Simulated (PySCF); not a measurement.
C$_{2}$H$_{4}$F$_{2}$, SMILES `CC(F)F`.

Computed with PySCF, B3LYP/def2-SVPD, geometry: GFN2-xTB. No frequency check shows the geometry to be a minimum.

Cartesian coordinates (Å):

```
C1      -1.3839   -0.0004    0.0898
C2       0.0628   -0.0001   -0.3528
F3       0.7181   -1.0832    0.1351
F4       0.7172    1.0837    0.1350
H5      -1.4283    0.0002    1.1765
H6      -1.8783   -0.8892   -0.2914
H7      -1.8790    0.8875   -0.2915
H8       0.1941   -0.0001   -1.4464
```

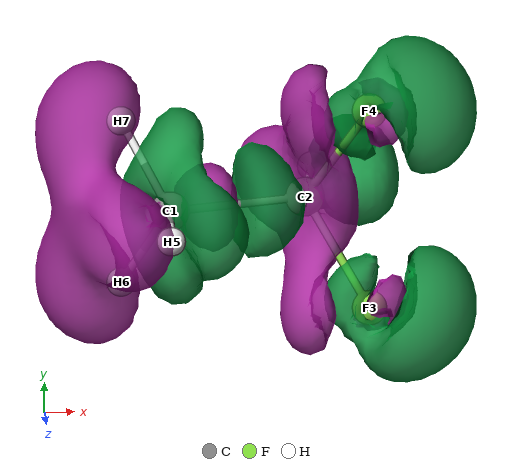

Change of the electron density in a uniform field of 0.21 V/Å, surfaces at ±0.0015 e/Å³ (green: gain, purple: loss).

The field was applied in both directions; the picture shows the one opposite to the script's first.

> Along which Cartesian direction does the field point?

Along −x: electrons gather on the +x side, against the field.

> How large is the response?

The induced dipole is 0.31 D (along the field); α along this axis, from the fields in both directions, is 31 bohr³ (4.5 Å³).

Cost of the run: 24 s on 1 thread of Intel(R) Xeon(R) Platinum 8259CL CPU @ 2.50GHz (Skylake/Cascade Lake), on a shared host, peak memory 0.51 GiB.
